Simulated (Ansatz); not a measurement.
**CHGeP (quintet): one geometry, many settings**

What do other methods and options give for CHGeP (quintet) at this geometry, and how long do they take?

Program: Ansatz 0.2.0, Gaussian basis. Level of theory: the settings change from run to run. These are calculated values, not measurements.

43 further runs of the same task are left out: 31 that didn't finish, 12 set aside as unsound or not needed.

## Step 1: The geometry

The geometry is a PBE0/def2-TZVP stationary point (not a proven minimum) of the parent state, kept for this charge and spin. No spin-orbit coupling is included. The filled d shell of Ge may be among the frozen orbitals whatever the setting's name suggests; the logs give the count.

4 atoms, charge 0, spin multiplicity 5.

Atoms are counted from 1 here; the program's logs count them from 0.

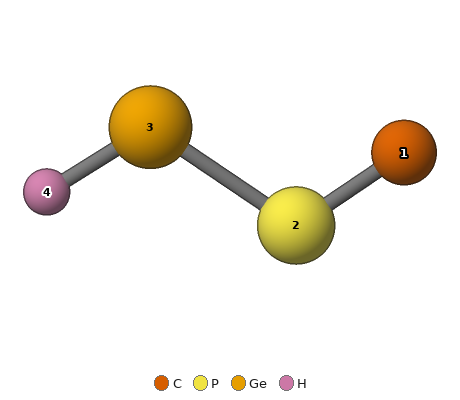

The geometry (carbon orange, phosphorus yellow, germanium amber, hydrogen pink); atoms are numbered from 1 in the order of the file.

As a file:

```xyz
4
CHGeP
C     0.0000   -0.7842    2.2757
P     0.0000    0.5188    1.2546
Ge    0.0000   -0.1065   -0.8851
H     0.0000    1.0814   -1.8877
```

## Step 2: HF/cc-pVDZ

The input, in.yaml:

```yaml
crystal:
  periodic: [false, false, false]
  atoms:
    - {symbol: C, position_ang: [0.000000, -0.784213, 2.275657]}
    - {symbol: P, position_ang: [0.000000, 0.518760, 1.254642]}
    - {symbol: Ge, position_ang: [0.000000, -0.106539, -0.885057]}
    - {symbol: H, position_ang: [0.000000, 1.081369, -1.887679]}
basis:
  gaussian: {orbitals: cc-pVDZ}
magnetization: {spin_polarized: true, initial_magnetization: 4}
hamiltonian: {xc: hf, pseudopotentials: {relativity: scalar}}
output: {orbitals: {seedname: orbitals}}
```

Started as:

```bash
> ansatz run in.yaml --threads 1 --pin off --events-out ev --progress --plain --max-ram 2393MiB
```

Standard output:

```text
Functional definition: HF
  name "HF"
  cite "Fock, Z. Phys. 61, 126 (1930) doi:10.1007/BF01340294"
  parent pbe
  exchange = exact_x
  correlation = 0
697 factors; integrals over basis functions are off by at most 1.2e-3 eV
mean field evaluation 1: about -67268.6775 eV, gradient 1.2e1 eV
mean field evaluation 2: about -67268.7279 eV, gradient 1.2e1 eV
mean field evaluation 4: about -67271.1040 eV, gradient 4.2e0 eV
mean field evaluation 8: about -67271.9940 eV, gradient 2.1e-1 eV
mean field evaluation 16: about -67259.6383 eV, gradient 2.6e1 eV
mean field evaluation 32: about -67269.9382 eV, gradient 1.9e0 eV
mean field evaluation 64: about -67268.5797 eV, gradient 2.2e0 eV
mean field -67272.00099281 eV, -2472.2004378858 hartree, gradient 6.7e-5 eV, S^2 6.425879; 2 other end points of the search recorded, 0 dependent functions left out
reference -67272.00099281 eV, -2472.2004378858 hartree; 29, 25 occupied and 35, 39 virtual orbitals, 697 factors
Total energy: -67272.00099281 eV, -2472.2004378858 hartree
Relativity: scalar
```

Wall time 12 s (1 thread of Intel Xeon at 2.50GHz, shared host).

From the report: ⟨S²⟩ of the determinant 6.426 (pure quintet: 6.00).

## Step 3: CCSD on UHF/cc-pVDZ

in.yaml, as its differences from that of step 2:

```diff
@@ -8,5 +8,5 @@
 basis:
-  gaussian: {orbitals: cc-pVDZ}
+  gaussian: {orbitals: cc-pVDZ, point_charges: [{charge: 1.00, position_ang: [2.746, 0.118, -0.366]}]}
 magnetization: {spin_polarized: true, initial_magnetization: 4}
-hamiltonian: {xc: hf, pseudopotentials: {relativity: scalar}}
-output: {orbitals: {seedname: orbitals}}
+correlation: {method: ccsd, electrons: outside_noble_gas}
+scf: {lower_state_search: off}
```

Same command.

Standard output, shortened:

```text
Functional definition: HF
  name "HF"
  cite "Fock, Z. Phys. 61, 126 (1930) doi:10.1007/BF01340294"
  parent pbe
[...]
697 factors; integrals over basis functions are off by at most 1.2e-3 eV
[...]
mean field -66786.73208536 eV, -2454.3671344642 hartree, gradient 3.1e-6 eV, S^2 6.398584; 0 other end points of the search recorded, 0 dependent functions left out
20 core orbitals not correlated: weight in the atoms' cores, before any rotation towards them, 0.999 or more for the frozen orbitals, at most 0.000 for the correlated occupied ones
reference -66786.73208536 eV, -2454.3671344642 hartree; 9, 5 occupied and 35, 39 virtual orbitals, 697 factors
second order -6.03561935 eV of doubles, -0.00000000 eV of singles
cycle   1  -6.77343555 eV  change   -7.4e-1 eV  update   1.0e-1
[...]
cycle  15  -7.41038209 eV  change    1.1e-6 eV  update   1.1e-5
Total energy: -66794.14246745 eV, -2454.6394609830 hartree
Checks for a lower state left out: stability, starts, cluster_reference, orbital_swaps, neighbouring_geometries, increment
```

It took 8 s on 1 thread of Intel Xeon at 2.50GHz, shared host.

From the report: ⟨S²⟩ of the determinant 6.399 (pure quintet: 6.00); correlation -7.4104 eV; T1 0.050; largest double amplitude 0.09.

## Step 4: MP2 on ROHF/6-31G

The input, in.yaml:

```yaml
crystal:
  periodic: [false, false, false]
  atoms:
    - {symbol: C, position_ang: [0.000000, -0.784213, 2.275657]}
    - {symbol: P, position_ang: [0.000000, 0.518760, 1.254642]}
    - {symbol: Ge, position_ang: [0.000000, -0.106539, -0.885057]}
    - {symbol: H, position_ang: [0.000000, 1.081369, -1.887679]}
basis:
  gaussian: {orbitals: 6-31G}
magnetization: {spin_polarized: false, initial_magnetization: 4}
correlation: {method: mp2, electrons: outside_noble_gas}
output: {forces: true}
```

Same command.

Standard output, shortened:

```text
Functional definition: HF
  name "HF"
  cite "Fock, Z. Phys. 61, 126 (1930) doi:10.1007/BF01340294"
  parent pbe
[...]
549 factors; integrals over basis functions are off by at most 4.5e-4 eV
[...]
mean field -66774.52810558 eV, -2453.9186464795 hartree, gradient 1.2e-6 eV, S^2 6.000000; 11 other end points of the search recorded, 0 dependent functions left out
[...]
20 core orbitals not correlated: weight in the atoms' cores, before any rotation towards them, 0.998 or more for the frozen orbitals, at most 0.001 for the correlated occupied ones
reference -66774.52810558 eV, -2453.9186464795 hartree; 9, 5 occupied and 24, 28 virtual orbitals, 549 factors
second order -3.98839367 eV of doubles, -0.18369793 eV of singles
[...]
Total energy: -66778.70019719 eV, -2454.0719680179 hartree
Atom 0 at     0.000000    -0.784213     2.275657 Å, force    -0.000000    -2.508982     1.412413 eV/Å
Atom 1 at     0.000000     0.518760     1.254642 Å, force     0.000000     3.176536    -0.305627 eV/Å
Atom 2 at     0.000000    -0.106539    -0.885057 Å, force    -0.000000    -0.672648    -1.115050 eV/Å
Atom 3 at     0.000000     1.081369    -1.887679 Å, force     0.000000     0.005093     0.008264 eV/Å
Dipole moment:    -0.000000    -0.039640    -0.270832 e Å
```

Run time: 30 s. Hardware: 1 thread of Intel Xeon at 2.50GHz, shared host.

## Step 5: BCCD(T)/6-31G

in.yaml, as its differences from that of step 4:

```diff
@@ -10,3 +10,5 @@
 magnetization: {spin_polarized: false, initial_magnetization: 4}
-correlation: {method: mp2, electrons: outside_noble_gas}
+hamiltonian: {xc: {name: r2SCAN}}
+correlation: {method: bccd_t, electrons: outside_noble_gas}
+accuracy: high
 output: {forces: true}
```

Same command.

Standard output, shortened:

```text
Functional definition: r2SCAN
  name "r2SCAN"
  cite "Furness, Kaplan, Ning, Perdew & Sun, J. Phys. Chem. Lett. 11, 8208 (2020) doi:10.1021/acs.jpclett.0c02405"
  cite "Furness, Kaplan, Ning, Perdew & Sun, J. Phys. Chem. Lett. 11, 9248 (2020) doi:10.1021/acs.jpclett.0c03077"
  parent r2scan
[...]
1020 factors; integrals over basis functions are off by at most 4.1e-9 eV
[...]
mean field -66839.91153305 eV, -2456.3214431204 hartree, gradient 4.1e-8 eV, S^2 6.000000; 6 other end points of the search recorded, 0 dependent functions left out
[...]
20 core orbitals not correlated: weight in the atoms' cores, before any rotation towards them, 0.997 or more for the frozen orbitals, at most 0.001 for the correlated occupied ones
reference -66773.83958065 eV, -2453.8933436549 hartree; 9, 5 occupied and 24, 28 virtual orbitals, 1020 factors
second order -4.67977575 eV of doubles, -0.65284105 eV of singles
cycle   1  -5.40037497 eV  change   -5.7e-2 eV  update   1.1e-1
[...]
cycle  36  -5.76607389 eV  change  -9.2e-11 eV  update  6.5e-10
perturbative correction -0.18044504 eV, -0.0066312327 hartree
[...]
Total energy: -66779.78609957 eV, -2454.1118741945 hartree
Atom 0 at     0.000000    -0.784213     2.275657 Å, force    -0.000000    -2.947993     1.794479 eV/Å
Atom 1 at     0.000000     0.518760     1.254642 Å, force     0.000000     3.727979    -0.270045 eV/Å
Atom 2 at     0.000000    -0.106539    -0.885057 Å, force    -0.000000    -0.998021    -1.377381 eV/Å
Atom 3 at     0.000000     1.081369    -1.887679 Å, force    -0.000000     0.218034    -0.147052 eV/Å
Dipole moment:     0.000000    -0.057160    -0.214989 e Å
```

It took 1.8 min on 1 thread of Intel Xeon at 2.50GHz, shared host; peak memory 0.36 GiB.

From the report: correlation -5.9465 eV; largest double amplitude 0.12.

## Step 6: All runs side by side

```
                                      level         correlated  functions  energy (eV)     time
                HF/cc-pVDZ (relativity set)                            64  -67272.0010     12 s
CCSD on UHF/cc-pVDZ (beside a point charge)  outside noble gas         64  -66794.1425      8 s
                          MP2 on ROHF/6-31G  outside noble gas         53  -66778.7002     30 s
         BCCD(T)/6-31G (on r2SCAN orbitals)  outside noble gas         53  -66779.7861  1.8 min
```

## Step 7: What came out

| quantity | value |
| --- | --- |
| runs | 4 |
| quickest | CCSD on UHF/cc-pVDZ (beside a point charge), 8 s |
| slowest | BCCD(T)/6-31G (on r2SCAN orbitals), 1.8 min |

What this shows: Total energies in different bases, with other cores or another treatment of relativity can't be set against each other. BCCD(T)/6-31G (on r2SCAN orbitals) took 13 times as long as CCSD on UHF/cc-pVDZ (beside a point charge); the jobs differ in more than the method.
